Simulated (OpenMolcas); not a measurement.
# One shape, several levels: GeSiH4F2 (SMILES F[SiH](F)[GeH3])

Aim: a comparison of 6 runs (HF/3-21G, PBE/def2-SVP, TPSS/def2-SVP, r2SCAN/def2-SVP, revPBE/def2-SVP, MP2/def2-SVP) of GeSiH4F2. 

Program for the calculation: OpenMolcas 26.06.

### Step 1. The system as given

The species is GeSiH4F2 (8 atoms), meant as a singlet with charge 0. SMILES: `F[SiH](F)[GeH3]`. One bond was lengthened or shortened from a relaxed shape.

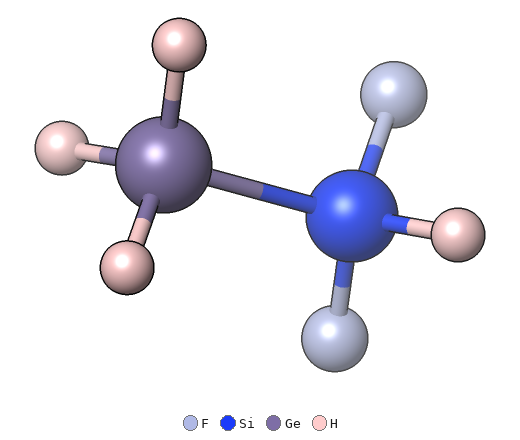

The structure, seen from a chosen angle (fluorine light blue, silicon blue, germanium purple, hydrogen pink).

### Step 2. The energy at HF/3-21G (run 1)

Contents of run.input:

```
&GATEWAY
  BasLib
  $CurrDir
  Coord
  8
  angstrom
  F        1.175344      -1.379637       1.396202
  Si       1.013444      -0.087637       0.479702
  F        1.983100      -0.386400      -1.044700
  Ge      -1.277956       0.203363      -0.082498
  H        1.650044       1.043163       1.193702
  H       -2.096456       0.428563       1.197602
  H       -1.808756      -1.037637      -0.812398
  H       -1.431956       1.431863      -0.991598
  Basis
  3-21G
  Group
  NoSym

&SEWARD

&SCF
  Thresholds
  1e-10 1e-07 1e-07 1e-05
  PrOrbitals
  1 1
```

The basis set 3-21G is read from a file made from the Basis Set Exchange's data (not shown).

Command:

```sh
$ export MOLCAS_MEM=1860
$ pymolcas run.input > run.log
```

What it wrote:

```text
--- Start Module: gateway ---
[...]
--- Stop Module: gateway /rc=_RC_ALL_IS_WELL_ ---
--- Start Module: seward ---
[...]
      Basis functions           61
--- Stop Module: seward /rc=_RC_ALL_IS_WELL_ ---
[...]
--- Start Module: scf ---
[...]
       Convergence after  12 Iterations
[...]
::    Total SCF energy                              -2552.9339650897
[...]
      Total spin, S                                     0.0000000000
[...]
      Total electronic charge=   68.000000
      Total            charge=   -0.000000
[...]
      Dipole Moment (debye):
      Origin of the operator (angstrom)=   -0.0683   -0.1326    0.1014
                   X= -2.2045E+00               Y=  1.9117E+00               Z=  9.5449E-01           Total=  3.0701E+00
      Quadrupole Moment (debye*angstrom):
[...]
--- Stop Module: scf /rc=_RC_ALL_IS_WELL_ ---
[...]
```

Run time: 4.2 s. Hardware: 1 thread of AMD EPYC 7R43 (Zen 3), shared host; peak memory 0.39 GiB.

### Step 3. A single-point energy at PBE/def2-SVP (run 2)

Contents of mol.input:

```
>>> EXPORT MOLCAS_PRINT=2
&GATEWAY
BASLIB
$CurrDir
BASISSET
F.def2-SVP....
F1 1.175344 -1.379637 1.396202 angstrom
F3 1.983100 -0.386400 -1.044700 angstrom
End of Basis
BASISSET
Si.def2-SVP....
Si2 1.013444 -0.087637 0.479702 angstrom
End of Basis
BASISSET
Ge.def2-SVP....
Ge4 -1.277956 0.203363 -0.082498 angstrom
End of Basis
BASISSET
H.def2-SVP....
H5 1.650044 1.043163 1.193702 angstrom
H6 -2.096456 0.428563 1.197602 angstrom
H7 -1.808756 -1.037637 -0.812398 angstrom
H8 -1.431956 1.431863 -0.991598 angstrom
End of Basis
&SEWARD
GRIDINPUT
Grid=UltraFine
End of Grid
&SCF
KSDFT
PBE
THRESHOLDS
1e-10 1e-07 1e-07 1e-05
PRORBITALS
1 1
```

The basis set def2-SVP is read from a file made from the Basis Set Exchange's data (not shown).

Command:

```sh
$ export MOLCAS_MEM=1860
$ pymolcas mol.input > mol.log
```

What it wrote:

```text
--- Start Module: gateway ---
[...]
--- Stop Module: gateway /rc=_RC_ALL_IS_WELL_ ---
--- Start Module: seward ---
[...]
      Basis functions           98
--- Stop Module: seward /rc=_RC_ALL_IS_WELL_ ---
[...]
--- Start Module: scf ---
[...]
       Convergence after  16 Iterations
[...]
::    Total KS-DFT energy                           -2567.5022095882
[...]
      Total spin, S                                     0.0000000000
[...]
      Total electronic charge=   68.000000
      Total            charge=   -0.000000
[...]
      Dipole Moment (debye):
      Origin of the operator (angstrom)=   -0.0683   -0.1326    0.1014
                   X= -1.6575E+00               Y=  1.1996E+00               Z=  9.2831E-01           Total=  2.2468E+00
      Quadrupole Moment (debye*angstrom):
[...]
--- Stop Module: scf /rc=_RC_ALL_IS_WELL_ ---
[...]
```

It took 37 s on 1 thread of AMD EPYC 7R43 (Zen 3), shared host; peak memory 0.54 GiB.

### Step 4. A single-point energy at TPSS/def2-SVP (run 3)

Contents of calc.inp:

```
&gateway
 baslib=$CurrDir
 coord
 8
 angstrom
 F        1.175344      -1.379637       1.396202
 Si       1.013444      -0.087637       0.479702
 F        1.983100      -0.386400      -1.044700
 Ge      -1.277956       0.203363      -0.082498
 H        1.650044       1.043163       1.193702
 H       -2.096456       0.428563       1.197602
 H       -1.808756      -1.037637      -0.812398
 H       -1.431956       1.431863      -0.991598
 basis=def2-SVP
 group=NoSym

&seward
 gridinput
 Grid=UltraFine
 End of Grid

&scf
 ksdft=2
 1.0 MGGA_X_TPSS
 1.0 MGGA_C_TPSS
 thresholds=1e-10 1e-07 1e-07 1e-05
 prorbitals=1 2
```

The basis set def2-SVP is read from a file made from the Basis Set Exchange's data (not shown).

Command:

```sh
$ export MOLCAS_MEM=1860
$ pymolcas calc.inp > calc.log
```

What it wrote:

```text
--- Start Module: gateway ---
[...]
--- Stop Module: gateway /rc=_RC_ALL_IS_WELL_ ---
--- Start Module: seward ---
[...]
      Basis functions           98
--- Stop Module: seward /rc=_RC_ALL_IS_WELL_ ---
[...]
--- Start Module: scf ---
[...]
       Convergence after  16 Iterations
[...]
::    Total KS-DFT energy                           -2568.1826468715
[...]
      Total spin, S                                     0.0000000000
[...]
      Total electronic charge=   68.000000
      Total            charge=   -0.000000
[...]
      Dipole Moment (debye):
      Origin of the operator (angstrom)=   -0.0683   -0.1326    0.1014
                   X= -1.6458E+00               Y=  1.2052E+00               Z=  9.5242E-01           Total=  2.2513E+00
      Quadrupole Moment (debye*angstrom):
[...]
--- Stop Module: scf /rc=_RC_ALL_IS_WELL_ ---
[...]
```

It took 48 s on 1 thread of AMD EPYC 7R43 (Zen 3), shared host; peak memory 0.55 GiB.

Runs 4 to 5 aren't shown in full; the table further down has their settings and results.

### Step 5. A single-point energy at MP2/def2-SVP (run 6)

Contents of run.input:

```
* F2GeH4Si MP2
>>> EXPORT MOLCAS_PRINT=2
&GATEWAY
BasLib = $CurrDir
Coord
8
bohr
F      2.22107826    -2.60713608     2.63843939
Si     1.91513160    -0.16560993     0.90650540
F      3.74751588    -0.73019017    -1.97419688
Ge    -2.41498684     0.38430037    -0.15589863
H      3.11813125     1.97129237     2.25576985
H     -3.96172767     0.80986670     2.26313979
H     -3.41805347    -1.96084975    -1.53520972
H     -2.70600466     2.70582892    -1.87384865
Basis = def2-SVP
Group = NoSym
&SEWARD
&SCF
Thresholds = 1e-10 1e-07 1e-07 1e-05
PrOrbitals = 1 1
&MBPT2
Frozen = 16
```

The basis set def2-SVP is read from a file made from the Basis Set Exchange's data (not shown).

Command:

```sh
$ export MOLCAS_MEM=1860
$ pymolcas run.input > run.log
```

What it wrote:

```text
--- Start Module: gateway ---
[...]
--- Stop Module: gateway /rc=_RC_ALL_IS_WELL_ ---
[...]
      Basis functions           98
[...]
--- Start Module: scf ---
[...]
       Convergence after  12 Iterations
[...]
::    Total SCF energy                              -2565.0785310273
[...]
      Total spin, S                                     0.0000000000
[...]
      Total electronic charge=   68.000000
      Total            charge=   -0.000000
[...]
      Dipole Moment (debye):
      Origin of the operator (angstrom)=   -0.0683   -0.1326    0.1014
                   X= -2.1302E+00               Y=  1.6801E+00               Z=  1.2104E+00           Total=  2.9708E+00
      Quadrupole Moment (debye*angstrom):
[...]
--- Stop Module: scf /rc=_RC_ALL_IS_WELL_ ---
[...]
--- Start Module: mbpt2 ---
[...]
WARNING!
Default frozen orbitals as non valence orbitals is overwritten by user input.
Default values:  18
[...]
       Reference weight ( Cref**2 )         =        0.84599
::    Total MBPT2 energy                            -2565.7832416789
[...]
      Total MBPT2 calculations                           0.60      0.68
--- Stop Module: mbpt2 /rc=_RC_ALL_IS_WELL_ ---
[...]
```

Wall time 12 s (1 thread of AMD EPYC 7R43 (Zen 3), shared host); peak memory 0.55 GiB.

### Step 6. The series

```csv
run,level,integration grid,frozen core orbitals,energy (Eh),dipole moment (D) of the reference,HOMO energy (eV),LUMO energy (eV),wall time
1,HF/3-21G,–,–,-2552.933965,3.07,-11.68,3.03,4.2 s
2,PBE/def2-SVP,UltraFine,–,-2567.502210,2.25,-7.37,-1.34,37 s
3,TPSS/def2-SVP,UltraFine,–,-2568.182647,2.25,-7.57,-1.21,48 s
4,r2SCAN/def2-SVP,UltraFine,–,-2568.049815,2.40,-7.78,-1.12,44 s
5,revPBE/def2-SVP,UltraFine,–,-2567.872996,2.23,-7.33,-1.25,37 s
6,MP2/def2-SVP,–,16,-2565.783242,2.97,-11.83,2.84,12 s
```

### Step 7. Outcome

| quantity | value |
| --- | --- |
| run 6: total energy | -2565.78324 Eh |
| run 6: dipole moment (mean-field density) | 2.97 D |
| run 6: HOMO energy (Hartree–Fock orbitals) | -11.83 eV |
| run 6: LUMO energy (Hartree–Fock orbitals) | 2.84 eV |
| run 6: HOMO–LUMO gap (Hartree–Fock orbitals) | 14.67 eV |
| run 6: correlation energy (16 core orbitals frozen) | -704.7 mEh |

Over runs 1, 2, 3, 4, 5 the dipole moment (its size) runs from 2.23 D (revPBE/def2-SVP) to 3.07 D (HF/3-21G). The two ends differ in method and basis. Over runs 1, 2, 3, 4, 5 the HOMO–LUMO gap runs from 6.02 eV (PBE/def2-SVP) to 14.70 eV (HF/3-21G). Totals of different functionals can't be ranked against each other. All runs together took 3 min, the longest 48 s.
